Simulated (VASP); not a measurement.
Band structure of PPd₆ (space group Amm2). Level of theory: PBEsol GGA, VASP's PBE PAW potentials (set 64) (plane waves; VASP).

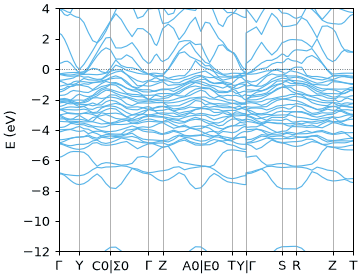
Figure: Bands along high-symmetry lines, zero at the valence-band maximum or, without a gap, the Fermi level

Question: Read the plot: is there a gap, and where are the band edges?

Answer: It has no gap at this level: it comes out as a metal or semimetal. (Edges off the drawn lines would not show.)

The structure comes from a computed database's PPd6 entry (Amm2); how it stands against other phases isn't given here. It was relaxed first, which changed the volume by -6 %. The electron count is odd and the run is not spin-polarised, which forces a metal.
